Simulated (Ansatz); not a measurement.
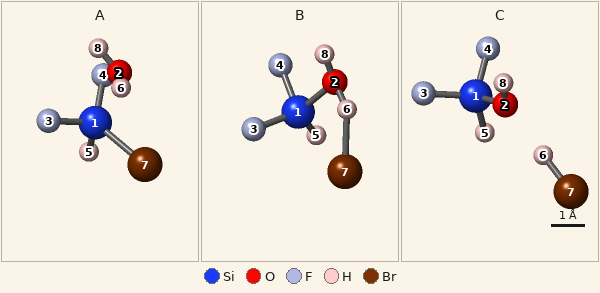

3 geometries from a converged minimum-energy path of SiH3OBrF2, shuffled. The picture is a ball-and-stick view, seen from a free direction.

Theory: Ansatz, RKS BLYP/def2-SVP. Run with 7 movable images; climbing image; force threshold 0.05 eV/Å; iteration limit 60; starting path through a guess of the saddle point.

### Which frame is the transition state?

B. In order along the path, whose images run from 0 to 8: C (image 0, 0.0 kcal/mol), B (image 4, +20.9 kcal/mol), A (image 6, +12.5 kcal/mol). Breaking: H6–Br7 (1.45 → 1.90 at the top → 3.96 Å), Si1–O2 (1.67 → 1.83 at the top → 3.14 Å). Forming: O2–H6 (1.99 → 1.10 at the top → 0.98 Å), Si1–Br7 (4.71 → 2.75 at the top → 2.22 Å).

The run took 2.9 min on 2 threads of Arm Neoverse V2, with other jobs on the host, peak memory 0.15 GiB.
